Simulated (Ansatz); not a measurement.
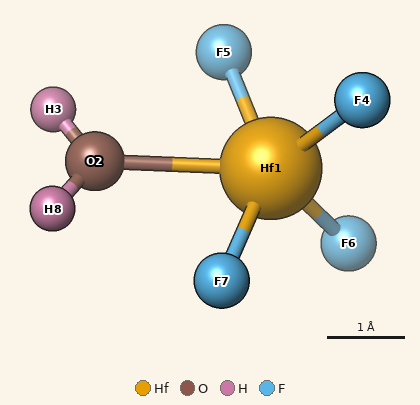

Figure 1. The structure as given in the input (ball-and-stick view, seen at a tilt; atoms are numbered from 1 in the order of the input). Sticks mark near contacts. Bond lengths as drawn: F–Hf 1.92 to 1.96 Å, Hf–O 2.29 Å and H–O 0.98 Å.

## Frequency calculation of HfH₂OF₄

System: HfH₂OF₄.
Method: RKS PBE/def2-SVP (Ansatz 0.2.0).

It belongs to a series of runs on one base structure; here: vibrations at the highest image of the band. Figures and captions count atoms from 1; the log counts them from 0 in places.

Input
```yaml
crystal:
  periodic: [false, false, false]
  atoms:
    - { symbol: Hf, position_ang: [0.231546, -0.475944, -0.143675] }
    - { symbol: O, position_ang: [-0.036683, -0.301615, 2.128618] }
    - { symbol: H, position_ang: [-0.60562, 0.358265, 2.567242] }
    - { symbol: F, position_ang: [1.556524, 0.455678, -1.172593] }
    - { symbol: F, position_ang: [-1.024032, 0.979917, 0.228606] }
    - { symbol: F, position_ang: [-0.831935, -1.573774, -1.304004] }
    - { symbol: F, position_ang: [1.341332, -1.835762, 0.724893] }
    - { symbol: H, position_ang: [0.421268, -0.864465, 2.780511] }
basis:
  gaussian: { orbitals: def2-SVP }
hamiltonian:
  xc: pbe
phonons: {}
```

Launch command:
```bash
ansatz run input.yaml --threads 2 --pin off --max-ram 3072MiB --backend cpu --events-out ev --progress --plain --runs-dir out
```

The program's output
```
Engine: ansatz 0.2.0, aarch64-unknown-linux-gnu
Functional definition: PBE
  parameter kappa = 0.804
  parameter beta = 0.06672455060314922
  exchange = pbe_x(kappa = kappa, mu = beta*pi^2/3)
  correlation = pbe_c(beta = beta)
1165 factors; their error is unknown
mean field evaluation 1: about -14231.1777 eV, gradient 8.3e1 eV
mean field evaluation 2: about -14162.0072 eV, gradient 2.2e2 eV
mean field evaluation 4: about -14241.7243 eV, gradient 1.4e1 eV
mean field evaluation 8: about -14242.0480 eV, gradient 2.6e-1 eV
mean field evaluation 16: about -14241.9571 eV, gradient 4.9e-4 eV
mean field -14241.95711561 eV, -523.3822704533 hartree, gradient 4.1e-5 eV, S^2 0.000000; 0 other end points of the search recorded, 0 dependent functions left out
the calculation of the forces begins
reference -14241.95719003 eV, -523.3822731882 hartree; 29, 29 occupied and 83, 83 virtual orbitals, 1165 factors
these checks for a lower state are left out or cut short: stability, starts, cluster_reference, orbital_swaps, neighbouring_geometries, increment
1165 factors; their error is unknown
mean field -14241.95698724 eV, -523.3822657359 hartree, gradient 2.3e-6 eV, S^2 0.000000; 0 other end points of the search recorded, 0 dependent functions left out
[... from here on the field's lines of each further geometry are left out, up to the last ...]
the calculation of the forces begins
reference -14241.95711464 eV, -523.3822704179 hartree; 29, 29 occupied and 83, 83 virtual orbitals, 1165 factors
these checks for a lower state are left out or cut short: stability, starts, cluster_reference, orbital_swaps, neighbouring_geometries, increment
1165 factors; their error is unknown
mean field evaluation 352: about -14241.9570 eV, gradient 4.1e-4 eV
mean field -14241.95704312 eV, -523.3822677895 hartree, gradient 2.3e-6 eV, S^2 0.000000; 0 other end points of the search recorded, 0 dependent functions left out
the calculation of the forces begins
reference -14241.95711755 eV, -523.3822705246 hartree; 29, 29 occupied and 83, 83 virtual orbitals, 1165 factors
WARN: phonons: modes at or below zero, which the zero-point energy, F, S and C_V leave out: 1, the lowest at -53.85 cm⁻¹. A minimum has none, and a first-order saddle one
Total energy: -14241.95719003 eV, -523.3822731882 hartree
Atom 0 at     0.231546    -0.475944    -0.143675 Å, force     0.001510     0.000729     0.002119 eV/Å
Atom 1 at    -0.036683    -0.301615     2.128618 Å, force    -0.000243     0.001998     0.002006 eV/Å
Atom 2 at    -0.605620     0.358265     2.567242 Å, force    -0.002427     0.001617    -0.003053 eV/Å
Atom 3 at     1.556524     0.455678    -1.172593 Å, force     0.000319     0.000301    -0.000513 eV/Å
Atom 4 at    -1.024032     0.979917     0.228606 Å, force    -0.000651     0.000581     0.000211 eV/Å
Atom 5 at    -0.831935    -1.573774    -1.304004 Å, force    -0.000910    -0.000852     0.000169 eV/Å
Atom 6 at     1.341332    -1.835762     0.724893 Å, force    -0.000028    -0.000525    -0.000304 eV/Å
Atom 7 at     0.421268    -0.864465     2.780511 Å, force     0.002430    -0.003848    -0.000636 eV/Å
Dipole moment:    -0.133855     0.094145     1.175186 e Å
Vibrations: -53.85 107.26 145.32 148.89 176.75 187.55 203.22 223.75 319.25 478.06 508.97 603.54 609.78 646.93 652.98 1470.94 3683.99 3807.53 cm⁻¹, zero-point energy 0.866321 eV
```

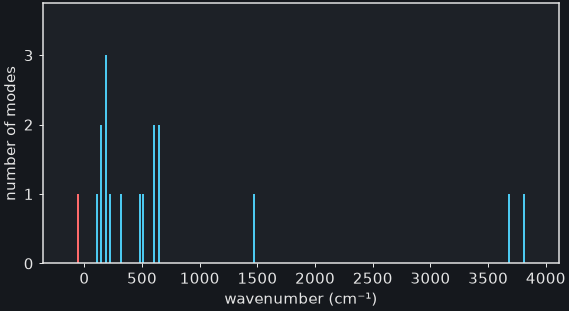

Figure 2. Harmonic vibrational wavenumbers from the force constants; neighbouring modes closer than 18 cm⁻¹ are counted in one stick, and imaginary ones are drawn at negative wavenumbers. 18 modes from 54i to 3808 cm⁻¹, 1 imaginary beyond 8i (54i cm⁻¹): not a clean minimum; so soft a mode can be a shallow saddle, an incomplete relaxation or noise of the force constants.

Key numbers

| quantity | value |
| --- | --- |
| outcome | converged |
| total energy | −14241.9572 eV |
| mean-field energy | −14241.9572 eV |
| largest force (length of the vector) | 0.005 eV/Å |
| hardware | 2 threads of Arm Neoverse V2, 24 GiB of memory available, shared host |
| wall time | 82 s (CPU time 2.7 min) |
| peak memory | 0.15 GiB |
